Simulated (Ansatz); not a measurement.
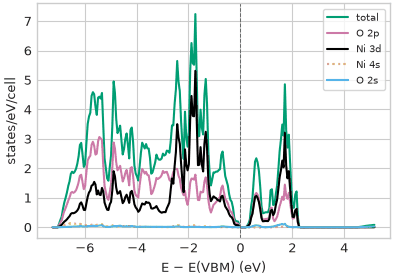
Figure: Total and projected density of states of NaNiO₂ in space group C2/m (No. 12; Na on 2d, Ni on 2a, O on 4i), DFT-r²SCAN in the program Ansatz with PAW potentials

Which orbitals carry the states next to the gap?

Top 1 eV of the valence band: O 2p 53 %, Ni 3d 44 %. Bottom 1 eV of the conduction band: O 2p 51 %, Ni 3d 45 %. Projections are on Löwdin-orthogonalised atomic valence shells; empty p or d shells of many metals are not among them.

Where is the tallest occupied peak in this window, and what makes it?

Near -1.7 eV, about 7.2 states/eV per cell; the largest projected share is Ni 3d.

The workflow started from a Materials Project entry (that database holds measured and hypothetical structures alike); the Crystallography Open Database files this formula in space group No. 12, but the cells were not matched. Whether it is the stable phase at ambient conditions was not checked. The cell was relaxed with r²SCAN under the symmetry of its start; whether a distortion lowers the energy is not shown. Spin order of the final state: ferromagnetic, chosen from 4 collinear starts compared on coarse meshes (ties went to the first, and starts can fall back to one state), not a proven ground state. Other orbital occupations within this spin state were not tried. No Hubbard U is applied.

Potentials: the later of the program's two PAW sets.
